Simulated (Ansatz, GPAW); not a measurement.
# 1T-NbSTe monolayer: work function by functional and basis, part 2 of 3

How far do functional and basis move the work function of 1T-NbSTe monolayer?

GPAW 26.7.0 and Ansatz 0.2.0; Ansatz plane waves; layer without images along its normal, relaxation of atoms and in-plane cell (the session's first sound run).

So far. Step 2 (Relaxing the atoms): The relaxation lowered the energy of the cell by 0.178 eV.

## Step 3: Plane waves, PBE

The work function is the vacuum plateau of the electrostatic potential less the Fermi level; a dipole layer lets the two faces have plateaus of their own.

This step: GPAW, PAW setups; slab in vacuum (GPAW 26.7.0).

The cell differs from the one that the last finished run ended in (c 30.348 → 17.366 Å).

run.py

```python
import json
import numpy as np
from ase import Atoms
from gpaw import GPAW, PW

slab = Atoms(
    ['Te', 'Nb', 'S'],
    positions=[
        [1.76601, 1.01961, 7.00000],
        [-0.00000, 0.00000, 8.96029],
        [-0.00000, 2.03921, 10.36548]],
    cell=[[3.53202, 0.0, -0.0], [-1.76601, 3.05882, -0.0], [-0.0, -0.0, 17.3655]],
    pbc=[True, True, False],
    magmoms=[0.0, 1.0, 0.0])

slab.calc = GPAW(mode=PW(400), xc='PBE', kpts={'size': (9, 9, 1), 'gamma': True},
                 occupations={'name': 'fermi-dirac', 'width': 0.05}, nbands='160%',
                 convergence={'density': 1e-05}, maxiter=200,
                 poissonsolver={'dipolelayer': 'xy'},
                 symmetry={'tolerance': 1e-3}, txt='slab.txt')
result = {}
energy = slab.get_potential_energy()
fermi = slab.calc.get_fermi_level()
v = slab.calc.get_electrostatic_potential().mean((0, 1)) - fermi
n = slab.calc.get_pseudo_density().mean((0, 1))
L = slab.cell[2, 2]
z = np.arange(len(v)) * L / len(v)
low, high = slab.positions[:, 2].min(), slab.positions[:, 2].max()
below, above = np.interp([low - 4.8, high + 4.8], z, v)
slopes = [np.interp(x, z, np.gradient(v, z)) for x in (low - 4.8, high + 4.8)]
eps = np.array([[slab.calc.get_eigenvalues(k, s) for k in range(len(slab.calc.get_ibz_k_points()))]
                for s in range(slab.calc.get_number_of_spins())]) - fermi
top, bottom = eps[eps < 0].max(), eps[eps > 0].min()
dipole = slab.get_dipole_moment()[2]
print(f'energy {energy:.4f} eV, Fermi level {fermi:.4f} eV, dipole {dipole:.5f} e A')
print(f'potential 4.8 A off the faces, from the Fermi level: lower {below:.4f} eV, upper {above:.4f} eV')
print(f'slope of the potential there: lower {slopes[0]:.5f}, upper {slopes[1]:.5f} eV/A')
print(f'nearest levels on the mesh: {top:.4f} and {bottom:.4f} eV')
print('magnetic moment', round(slab.get_magnetic_moment(), 3))
result.update(energy=energy, fermi=fermi, dipole=dipole, below=below, above=above, slopes=slopes, edges=[top, bottom],
              z=z.tolist(), v=v.tolist(), n=n.tolist(), positions=slab.positions.tolist(),
              forces=slab.get_forces(apply_constraint=False).tolist(), moments=slab.get_magnetic_moments().tolist())
json.dump(result, open('result.json', 'w'))
```

Launch:

```sh
$ OMP_NUM_THREADS=1 OPENBLAS_NUM_THREADS=1 python run.py
```

The program printed:

```text
energy -19.7431 eV, Fermi level -0.2212 eV, dipole -0.05279 e A
potential 4.8 A off the faces, from the Fermi level: lower 4.3787 eV, upper 5.2585 eV
slope of the potential there: lower -0.00025, upper -0.00002 eV/A
nearest levels on the mesh: -0.0108 and 0.1277 eV
magnetic moment 0.0
```

Run time: 27 s. Hardware: 1 thread of Intel Xeon 6975P-C (Granite Rapids), shared host; peak memory 0.22 GiB.

Numbers from this step:

* dipole along the normal: -0.05279 e·Å
* levels nearest the Fermi level on the mesh: -0.01079, 0.1277 eV from the Fermi level
* upper work function: 5.258 eV
* lower work function: 4.379 eV
* sum of the site moments: 0 μB

Electrostatic potential energy of an electron (without an applied field's), less the Fermi level, planar mean against z:

```
z (Å)  electrostatic potential energy of an electron (without an applied field's), less the Fermi level, planar mean (eV)
    0                                                                                                                4.82
    1                                                                                                                4.38
    2                                                                                                                4.38
    3                                                                                                                4.38
    4                                                                                                                4.36
    5                                                                                                                4.14
    6                                                                                                               0.454
    7                                                                                                               -20.8
    8                                                                                                               -3.55
    9                                                                                                               -18.2
   10                                                                                                               -9.49
   11                                                                                                              -0.251
   12                                                                                                                5.03
   13                                                                                                                5.25
   14                                                                                                                5.26
   15                                                                                                                5.26
   16                                                                                                                5.26
   17                                                                                                                5.21
```

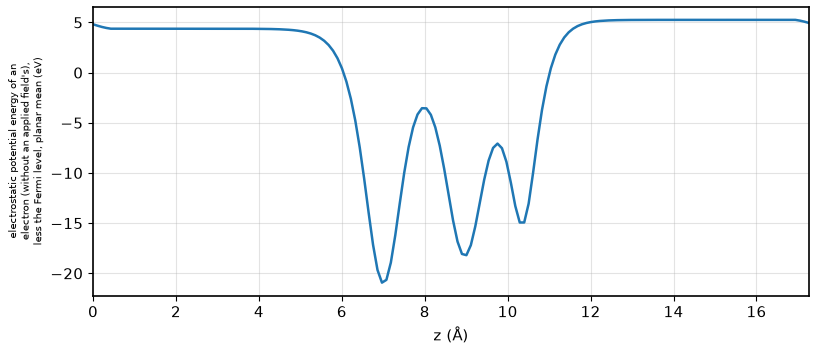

Electrostatic potential energy of an electron (without an applied field's), less the Fermi level, planar mean against z.

Pseudo valence density, planar mean against z:

```
z (Å)  pseudo valence density, planar mean (e/Å³)
    3                                      3.9e-5
    4                                      6.4e-4
    5                                      0.0110
    6                                       0.151
    7                                       0.127
    8                                       0.315
    9                                        1.12
   10                                       0.447
   11                                       0.241
   12                                      0.0131
   13                                      5.4e-4
   14                                      2.3e-5
```

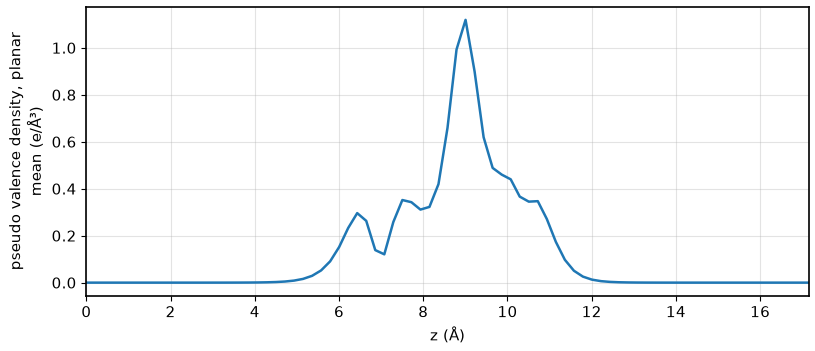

Pseudo valence density, planar mean, plotted against z.

Force by atom:

```
atom  x (eV/Å)  y (eV/Å)  z (eV/Å)    size
 Te1    0.0000    0.0000    0.0589  0.0589
 Nb2    0.0000    0.0000   -0.0305  0.0305
  S3    0.0000    0.0000   -0.0279  0.0279
```

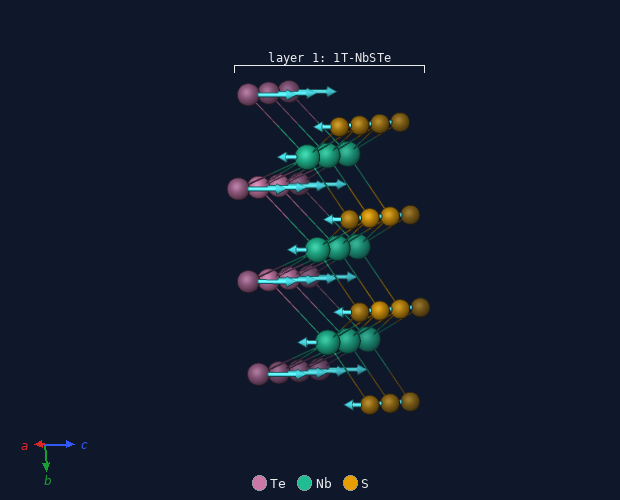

Force as arrows, the longest 0.0589 eV/Å. 2×2×1 cells are drawn. Some periodic images of atoms are drawn too.

The potential is flat to 2.5e-4 eV/Å where it is read, so the vacuum is wide enough. The geometry is the other program's minimum; here the largest force on a free atom is 0.059 eV/Å.

## Step 4: Self-consistent run: xc = "vdW-DF2"

The same geometry under vdW-DF2, to see how far the functional moves the levels against the vacuum (the van der Waals functionals take revPBE setups).

run.py, as its differences from that of step 3:

```diff
@@ -15,3 +15,3 @@
 
-slab.calc = GPAW(mode=PW(400), xc='PBE', kpts={'size': (9, 9, 1), 'gamma': True},
+slab.calc = GPAW(mode=PW(400), xc='vdW-DF2', kpts={'size': (9, 9, 1), 'gamma': True},
                  occupations={'name': 'fermi-dirac', 'width': 0.05}, nbands='160%',
```

The program printed:

```text
energy -229.8225 eV, Fermi level -0.3874 eV, dipole -0.05348 e A
potential 4.8 A off the faces, from the Fermi level: lower 4.6856 eV, upper 5.5771 eV
slope of the potential there: lower -0.00065, upper 0.00005 eV/A
nearest levels on the mesh: -0.0201 and 0.1210 eV
magnetic moment 0.0
```

The job ended after 42 s (1 thread; peak memory 0.38 GiB).

Numbers from this step:

```yaml
dipole_along_the_normal: -0.05348 e·Å
levels_nearest_the_fermi_level_on_the_mesh: -0.02014, 0.1210 eV from the Fermi level
upper_work_function: 5.577 eV
lower_work_function: 4.686 eV
```

Electrostatic potential energy of an electron (without an applied field's), less the Fermi level, planar mean against z:

```
z (Å)  electrostatic potential energy of an electron (without an applied field's), less the Fermi level, planar mean (eV)
    0                                                                                                                5.13
    1                                                                                                                4.69
    2                                                                                                                4.69
    3                                                                                                                4.68
    4                                                                                                                4.66
    5                                                                                                                4.39
    6                                                                                                               0.497
    7                                                                                                               -21.0
    8                                                                                                               -3.83
    9                                                                                                               -18.4
   10                                                                                                               -9.54
   11                                                                                                              -0.141
   12                                                                                                                5.31
   13                                                                                                                5.57
   14                                                                                                                5.58
   15                                                                                                                5.58
   16                                                                                                                5.58
   17                                                                                                                5.53
```

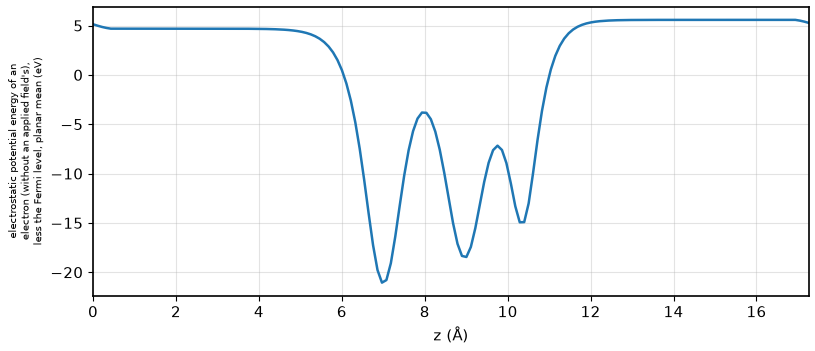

Electrostatic potential energy of an electron (without an applied field's), less the Fermi level, planar mean against z.

The pseudo valence density, planar mean by z:

```
z (Å)  pseudo valence density, planar mean (e/Å³)
    3                                      5.6e-5
    4                                      8.3e-4
    5                                      0.0120
    6                                       0.150
    7                                       0.127
    8                                       0.313
    9                                        1.11
   10                                       0.448
   11                                       0.240
   12                                      0.0141
   13                                      6.6e-4
   14                                      3.0e-5
```

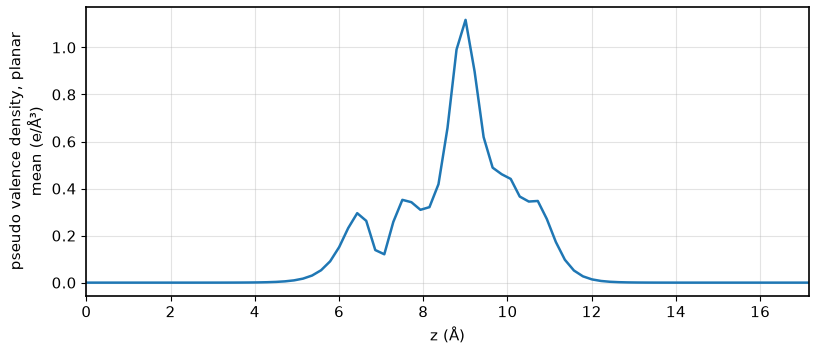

Pseudo valence density, planar mean, plotted against z.

Force by atom:

```
atom  x (eV/Å)  y (eV/Å)  z (eV/Å)   size
 Te1     0.000     0.000    -0.742  0.742
 Nb2     0.000     0.000     0.135  0.135
  S3     0.000     0.000     0.605  0.605
```

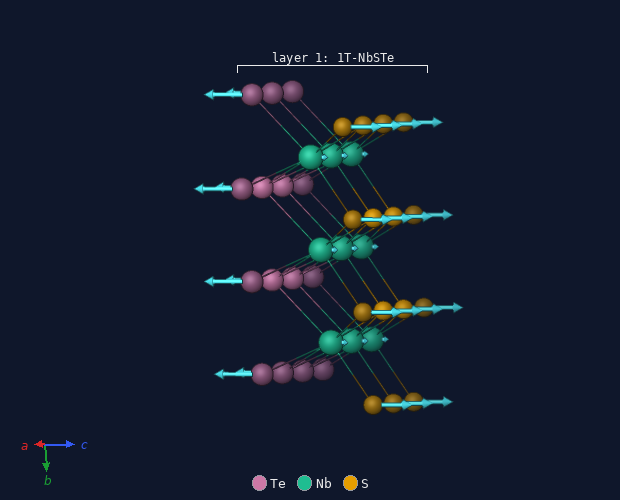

Force as arrows, the longest 0.742 eV/Å. 2×2×1 cells are drawn. Some periodic images of atoms are drawn too.

The upper face's work function is 5.577 eV, against 5.258 eV in the first plane-wave PBE run at this geometry.

## Step 5: Self-consistent run: xc = "revPBE"

The same geometry under revPBE, to see how far the functional moves the levels against the vacuum.

run.py, as its differences from that of step 4:

```diff
@@ -15,3 +15,3 @@
 
-slab.calc = GPAW(mode=PW(400), xc='vdW-DF2', kpts={'size': (9, 9, 1), 'gamma': True},
+slab.calc = GPAW(mode=PW(400), xc='revPBE', kpts={'size': (9, 9, 1), 'gamma': True},
                  occupations={'name': 'fermi-dirac', 'width': 0.05}, nbands='160%',
```

The program printed:

```text
energy -18.7878 eV, Fermi level -0.1347 eV, dipole -0.05390 e A
potential 4.8 A off the faces, from the Fermi level: lower 4.2721 eV, upper 5.1704 eV
slope of the potential there: lower -0.00027, upper -0.00002 eV/A
nearest levels on the mesh: -0.0128 and 0.1307 eV
magnetic moment 0.0
```

Run time: 30 s. Hardware: 1 thread; peak memory 0.23 GiB.

This step gave:

```
dipole along the normal                    : -0.05390 e·Å
levels nearest the Fermi level on the mesh : -0.01277, 0.1307 eV from the Fermi level
upper work function                        : 5.170 eV
lower work function                        : 4.272 eV
```

The upper face's work function is 5.170 eV, against 5.258 eV in the first plane-wave PBE run at this geometry.

## Step 6: Self-consistent run: xc = "RPBE"

The same geometry under RPBE, to see how far the functional moves the levels against the vacuum.

run.py, as its differences from that of step 5:

```diff
@@ -15,3 +15,3 @@
 
-slab.calc = GPAW(mode=PW(400), xc='revPBE', kpts={'size': (9, 9, 1), 'gamma': True},
+slab.calc = GPAW(mode=PW(400), xc='RPBE', kpts={'size': (9, 9, 1), 'gamma': True},
                  occupations={'name': 'fermi-dirac', 'width': 0.05}, nbands='160%',
```

The program printed:

```text
energy -18.6115 eV, Fermi level -0.1243 eV, dipole -0.05443 e A
potential 4.8 A off the faces, from the Fermi level: lower 4.2658 eV, upper 5.1730 eV
slope of the potential there: lower -0.00028, upper -0.00002 eV/A
nearest levels on the mesh: -0.0134 and 0.1312 eV
magnetic moment 0.0
```

The job ended after 32 s (1 thread; peak memory 0.23 GiB).

Numbers from this step:

```
dipole along the normal                    : -0.05443 e·Å
levels nearest the Fermi level on the mesh : -0.01335, 0.1312 eV from the Fermi level
upper work function                        : 5.173 eV
lower work function                        : 4.266 eV
```

The upper face's work function is 5.173 eV, against 5.258 eV in the first plane-wave PBE run at this geometry.

## Step 7: Real-space grid: mode = "fd"

A real-space grid is a second complete basis, so it checks the plane-wave result.

run.py, as its differences from that of step 6:

```diff
@@ -3,3 +3,3 @@
 from ase import Atoms
-from gpaw import GPAW, PW
+from gpaw import GPAW
 
@@ -15,3 +15,3 @@
 
-slab.calc = GPAW(mode=PW(400), xc='RPBE', kpts={'size': (9, 9, 1), 'gamma': True},
+slab.calc = GPAW(mode='fd', h=0.18, xc='PBE', kpts={'size': (9, 9, 1), 'gamma': True},
                  occupations={'name': 'fermi-dirac', 'width': 0.05}, nbands='160%',
```

The program printed:

```text
energy -19.7208 eV, Fermi level -4.8198 eV, dipole -0.05236 e A
potential 4.8 A off the faces, from the Fermi level: lower 4.3812 eV, upper 5.2583 eV
slope of the potential there: lower -0.00026, upper 0.00004 eV/A
nearest levels on the mesh: -0.0094 and 0.1270 eV
magnetic moment 0.0
```

The job ended after 96 s (1 thread; peak memory 0.45 GiB).

Numbers from this step:

| Quantity | Value |
| --- | --- |
| dipole along the normal | -0.05236 e·Å |
| levels nearest the Fermi level on the mesh | -0.009393, 0.1270 eV from the Fermi level |
| upper work function | 5.258 eV |
| lower work function | 4.381 eV |

The upper face's work function is 5.258 eV, against 5.258 eV in the first plane-wave PBE run at this geometry.

## Step 8: Atomic orbitals: mode = "lcao"

Atom-centred orbitals end a few angstrom from the surface, which tests how much the density's tail matters.

run.py, as its differences from that of step 7:

```diff
@@ -15,4 +15,4 @@
 
-slab.calc = GPAW(mode='fd', h=0.18, xc='PBE', kpts={'size': (9, 9, 1), 'gamma': True},
-                 occupations={'name': 'fermi-dirac', 'width': 0.05}, nbands='160%',
+slab.calc = GPAW(mode='lcao', basis='dzp', h=0.18, xc='PBE', kpts={'size': (9, 9, 1), 'gamma': True},
+                 occupations={'name': 'fermi-dirac', 'width': 0.05}, nbands='120%',
                  convergence={'density': 1e-05}, maxiter=200,
```

The program printed:

```text
energy -18.7566 eV, Fermi level -4.8148 eV, dipole -0.05822 e A
potential 4.8 A off the faces, from the Fermi level: lower 4.3273 eV, upper 5.3024 eV
slope of the potential there: lower 0.00000, upper 0.00001 eV/A
nearest levels on the mesh: -0.0248 and 0.1236 eV
magnetic moment 0.0
```

The job ended after 2.4 min (1 thread; peak memory 0.28 GiB).

Numbers from this step:

- dipole along the normal: -0.05822 e·Å
- levels nearest the Fermi level on the mesh: -0.02480, 0.1236 eV from the Fermi level
- upper work function: 5.302 eV
- lower work function: 4.327 eV

Electrostatic potential energy of an electron (without an applied field's), less the Fermi level, planar mean against z:

```
z (Å)  electrostatic potential energy of an electron (without an applied field's), less the Fermi level, planar mean (eV)
    0                                                                                                                4.81
    1                                                                                                                4.33
    2                                                                                                                4.33
    3                                                                                                                4.33
    4                                                                                                                4.33
    5                                                                                                                4.17
    6                                                                                                               0.474
    7                                                                                                               -21.0
    8                                                                                                               -3.73
    9                                                                                                               -18.2
   10                                                                                                               -9.51
   11                                                                                                              -0.176
   12                                                                                                                5.10
   13                                                                                                                5.30
   14                                                                                                                5.30
   15                                                                                                                5.30
   16                                                                                                                5.30
   17                                                                                                                5.30
```

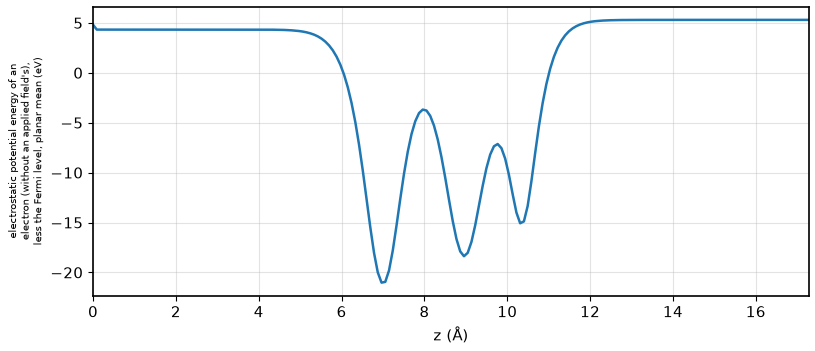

Electrostatic potential energy of an electron (without an applied field's), less the Fermi level, planar mean against z.

The upper face's work function is 5.302 eV, against 5.258 eV in the first plane-wave PBE run at this geometry.

[end of part 2 of 3]

[Logs are printed without paths, hosts, clocks, repeated set-up lines and the standing remarks that a program may print on its own settings, such as how far it seeks lower states.]

[Hosts, paths, dates, database ids (printed as entryN), source tags and the programs' standing remarks are cut or masked in the printed files.]
